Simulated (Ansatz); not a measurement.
## Electronic structure of FGeH₃···SiH₄ in real space

```xyz
10

Ge   -1.1455    1.8519    0.2597
Si    1.0749   -1.8452   -0.3090
H    -0.9661    3.0873   -0.6302
H    -2.3501    1.9714    1.2004
H    -1.1590    0.5471   -0.5461
H     1.5847   -0.8363    0.6504
F     0.2649    1.7759    1.2797
H     1.0023   -1.2488   -1.6679
H    -0.2851   -2.2806    0.1012
H     1.9789   -3.0228   -0.3382
```

The product side of a reaction path; geometry: PBE0-D4/def2-TZVP.

Computed with RKS PBE0-D4/def2-TZVPP in Ansatz 0.2.0.

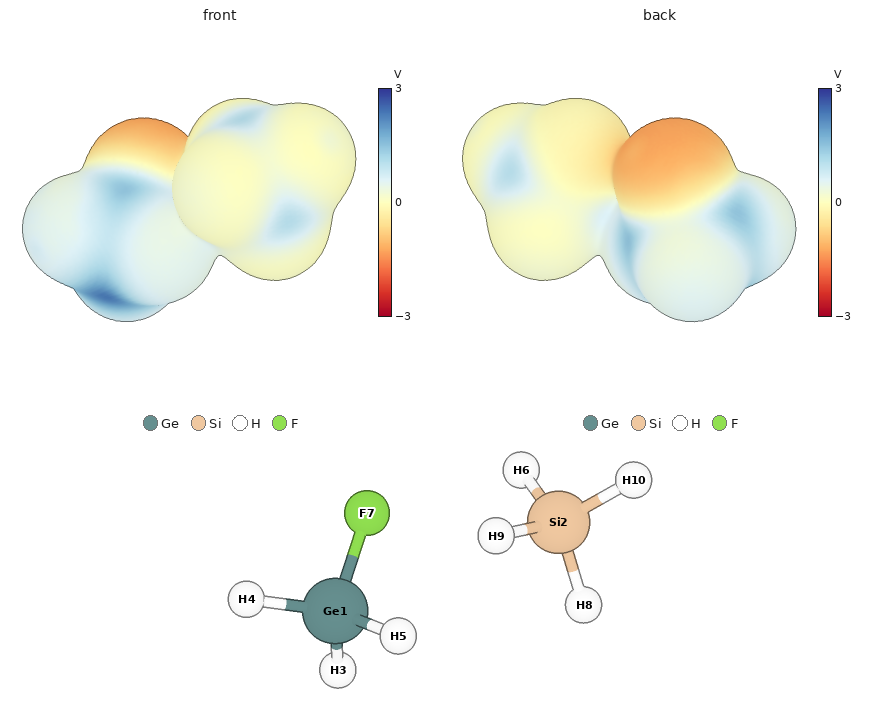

Figure 1. The electrostatic potential painted on the density surface at 0.002 e/bohr³, seen from the front and from behind; the colour scale runs from red (negative) to blue (positive). The bare structure is drawn below in the same view.

Question: Describe the electrostatic potential map.

Answer: The most negative region (about −1.3 V) lies over F7, the most positive (about +2.2 V) over Ge1.

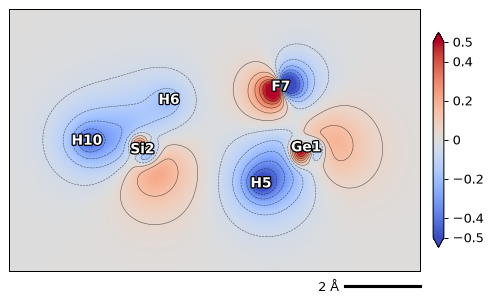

Figure 2. One frontier orbital on the plane of atoms H6, Si2 and H10 (values in Å⁻³ᐟ²; the overall sign is arbitrary).

Question: Which orbital is it: HOMO or LUMO?

Answer: The HOMO, at −9.58 eV. Its weight (Hirshfeld) is mainly on Ge1 (about 20 %), Si2 (about 20 %), H5 (about 15 %), F7 (about 15 %) and H10 (about 10 %).

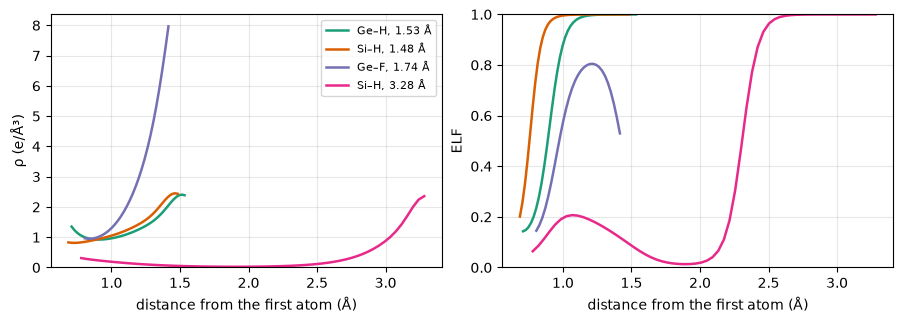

Figure 3. Electron density and ELF along straight lines between neighbouring atoms. The curves leave out the atomic cores.

Question: Compare the contacts.

Answer: Ge–H (1.53 Å): the density is about 1.1 e/Å³ at the midpoint; the ELF climbs to about 1 towards the hydrogen.
Si–H (1.48 Å): ρ at the midpoint is about 0.82 e/Å³; the ELF climbs to about 1 towards the hydrogen.
Ge–F (1.74 Å): ρ is about 0.96 e/Å³ halfway; the ELF peaks at about 0.80 in the valence shell of F, 0.5 Å from its nucleus, and is about 0.25 at the midpoint.
Si2···H5 (3.28 Å): the density falls to about 0.02 e/Å³ on the way; the ELF dips to about 0 between them (a non-bonded, intermolecular contact).
